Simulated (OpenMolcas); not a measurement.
[CSO3F3]−: a line through the functionals

[CSO3F3]− has 8 atoms, charge -1, and is taken as a singlet. SMILES: `[O-]S(=O)(=O)C(F)(F)F`. Geometry: relaxed at PBE0-D4/def2-TZVPD.

The HOMO–LUMO gap y, in eV, basis def2-SVP; a is the functional's share of exact exchange. Programs: OpenMolcas 26.06.

| functional | program | a | y (eV) |
| --- | --- | --- | --- |
| PBE | OpenMolcas | 0 | 7.43 |
| r2SCAN | OpenMolcas | 0 | 8.23 |
| B3LYP | OpenMolcas | 0.2 | 9.81 |
| PBE0 | OpenMolcas | 0.25 | ? |
| BHLYP | OpenMolcas | 0.5 | 13.34 |

Fit y = c + s·a to the known rows and predict PBE0.


1. Means of the 4 rows: a = 0.1750, y = 9.703.
2. Σ(Δa)² = 0.1675, Σ(Δa·Δy) = 1.8402, so the slope is 1.8402/0.1675 = 10.986.
3. Intercept: 9.703 − (10.986) × 0.1750 = 7.780. The largest residual of the fit is 0.45.
4. PBE0: 7.780 + (10.986) × 0.25 = 10.53 eV.

The run gave 10.38 eV, so the prediction is off by +0.15 eV, within the scatter of the fit. Exact exchange lowers occupied levels and raises empty ones. The rows mix families of semi-local functionals, which the line can't see.

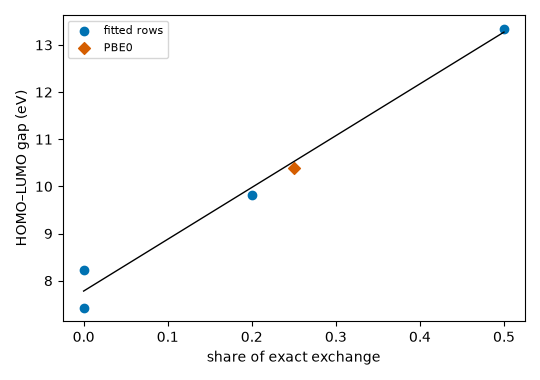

The fitted line, with the withheld row.
